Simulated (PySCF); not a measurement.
**CH₂F₂N, doublet, SMILES `N[C](F)F`: what the electrons do**

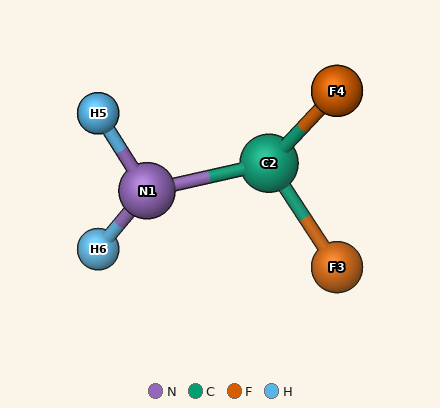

The molecule, with its atoms numbered as below. No frequency check shows the geometry to be a minimum.

Coordinates in Å:

```
N1       1.3085   -0.0001   -0.1253
C2      -0.0167   -0.0000    0.3038
F3      -0.7040   -1.1003   -0.0639
F4      -0.7038    1.1004   -0.0639
H5       1.8054    0.8479    0.1021
H6       1.8052   -0.8484    0.1021
```

### 1. Bonding charge

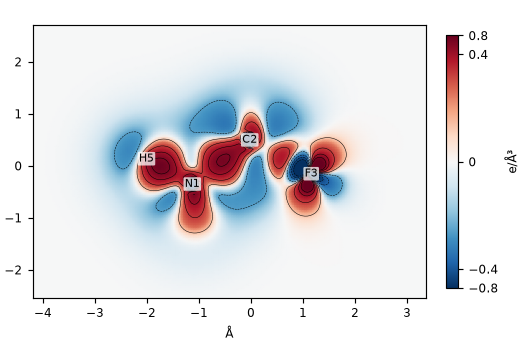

Deformation density (molecule less spherical, spin-averaged free atoms) in the plane of N1, C2, F3 and H5; colour scale in e/Å³, logarithmic beyond ±0.1; red: gain, blue: loss.

PySCF calculation, HF/def2-SVP, gas phase; geometry: GFN2-xTB. The stability of the open-shell solution wasn't checked. GFN2-xTB doesn't know the spin state, so this open-shell geometry is rough.

> How much density has each bond in this plane gained at its critical point, relative to the free atoms?

N1–H5: +0.71 e/Å³ at the bond critical point (bond length 1.01 Å, Mayer order 1.0). N1–C2: +0.62 e/Å³ at the bond critical point (bond length 1.39 Å, Mayer order 1.1). C2–F3: +0.08 e/Å³ at the bond critical point (bond length 1.35 Å, Mayer order 0.9); up to 0.6 Å beside the axis the gain reaches +0.32 e/Å³. In all, 1.4 electrons gather in the regions of gain relative to the promolecule. A small or negative value marks a very polar bond, one between electron-rich atoms, whose free-atom densities already overlap strongly, a long bond to a heavier atom, or a closed-shell contact such as a hydrogen bond.

> Where do the Hirshfeld charges lie?

The highest Hirshfeld charge is on C2 (+0.22 e), the lowest on N1 (−0.24 e).

```csv
atom,charge (e)
N1,−0.24
C2,+0.22
F3,−0.14
F4,−0.14
H5,+0.15
H6,+0.15
```

### 2. Bond critical points

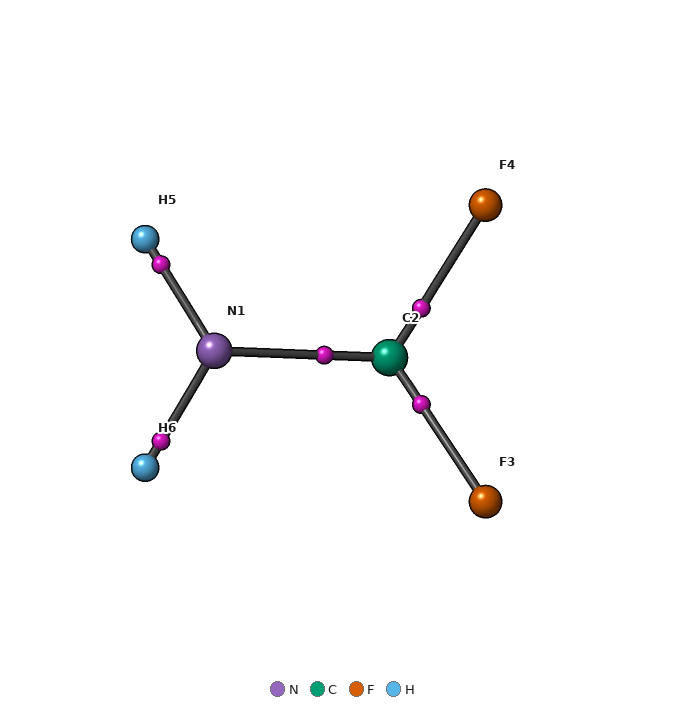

Molecular graph of the electron density (QTAIM): bond paths, bond critical points (magenta), ring points (cyan, if any); weak paths are dashed.

> How many critical points of each kind are there, and does the count close?

6 nuclei, 5 bond, 0 ring and 0 cage critical points: 6 − 5 + 0 − 0 = 1, as the Poincaré–Hopf relation requires.

> Give the properties at the bond critical points.

```tsv
bond	length (Å)	ρ (a.u.)	∇²ρ (a.u.)	ε	H (a.u.)
N1–H5 (2 alike)	1.009	0.340	−1.68	0.05	−0.466
N1–C2	1.393	0.324	−1.29	0.29	−0.487
C2–F3 (2 alike)	1.348	0.254	+0.19	0.39	−0.366
```

> What kind of interaction is N1–C2?

Shared-shell (covalent): ρ = 0.324, ∇²ρ = −1.29, H = −0.487 a.u. Its ellipticity of 0.29 shows that the density isn't cylindrical about the bond.

### 3. Local ionisation energy

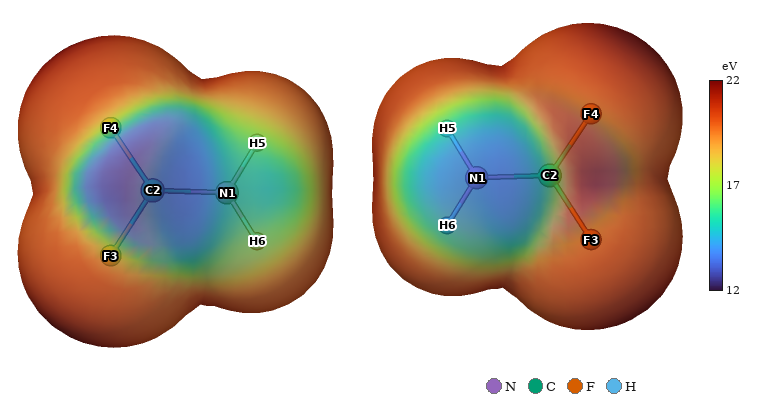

Average local ionisation energy on the surface of electron density 0.001 a.u. (back view left, front view right).

> Where are the most loosely bound electrons on this surface?

The lowest value is 12.8 eV, 2.0 Å from C2. Further minima include 13.5 eV, 1.9 Å from N1. For comparison, the highest occupied orbital lies at −10.2 eV.

### 4. Spin density

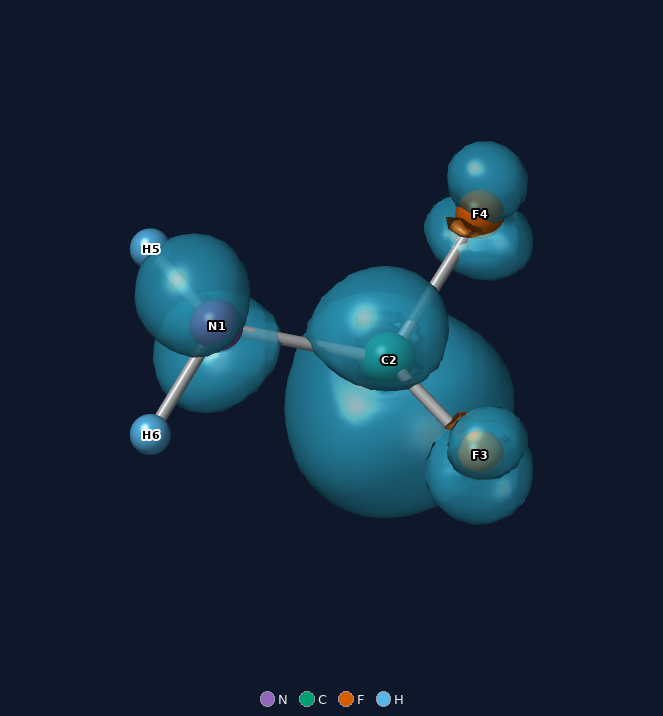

Spin density ρα − ρβ at ±0.05 e/Å³ (light blue: excess α, orange: excess β).

> Where is the unpaired spin?

Hirshfeld spin populations: C2 +0.71, N1 +0.14 and F3 and F4 +0.07. ⟨S²⟩ = 0.76, against 0.75 for a pure state.

### 5. In an electric field

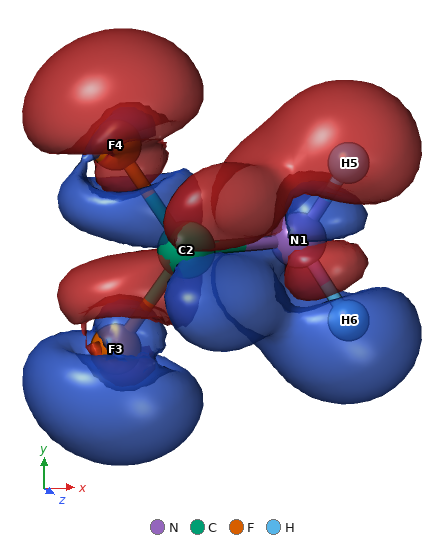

Change of the electron density in a uniform field of 0.10 V/Å, surfaces at ±0.0005 e/Å³ (blue: gain, red: loss).

Method: PBE/aug-cc-pVDZ; geometry: GFN2-xTB; program: PySCF. The stability of the open-shell solution wasn't checked. GFN2-xTB doesn't know the spin state, so this open-shell geometry is rough.

> Along which Cartesian direction does the field point?

Along +y: electrons gather on the −y side, against the field.

> How large is the response?

The induced dipole is 0.15 D (along the field); α along this axis, from the fields in both directions, is 29 bohr³ (4.2 Å³).

> Which atoms gain and lose the most charge?

Electrons gather most on F3 (Hirshfeld charge changes by −0.004 e) and leave F4 most (+0.004 e); 0.015 electrons are displaced in all.

### 6. Removing or adding an electron

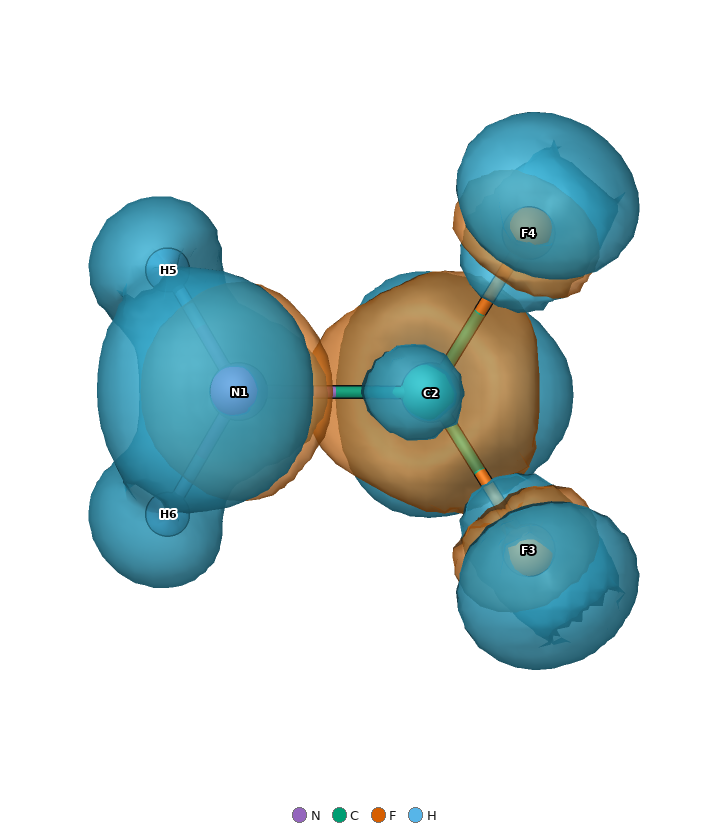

Fukui function f⁻ = ρ(N) − ρ(N−1) at fixed geometry, surfaces at ±0.03 e/Å³ (light blue positive, orange negative).

Method: PBE0/def2-SVPD; geometry: GFN2-xTB; program: PySCF. GFN2-xTB doesn't know the spin state, so this open-shell geometry is rough.

> On which atoms does the density change most on removal of an electron?

f⁻ (Hirshfeld-condensed) is largest on C2 (0.30), N1 (0.21) and F3 and F4 (0.16 each); the vertical ionisation energy is 8.75 eV (to the singlet cation, which needn't be its lowest state). Condensed values hint at sites of electrophilic attack but needn't mark the atom that reacts. Orbital relaxation makes it negative in places (0.17 e in all).

| atom | f⁻ | charge |
| --- | --- | --- |
| N1 | +0.21 | −0.19 |
| C2 | +0.30 | +0.15 |
| F3 | +0.16 | −0.12 |
| F4 | +0.16 | −0.12 |
| H5 | +0.08 | +0.14 |
| H6 | +0.08 | +0.14 |

The PySCF runs shown took 1.6 s, 30 s and 23 s on 1 thread of Intel(R) Xeon(R) Platinum 8259CL CPU @ 2.50GHz (Skylake/Cascade Lake), with other jobs on the host.
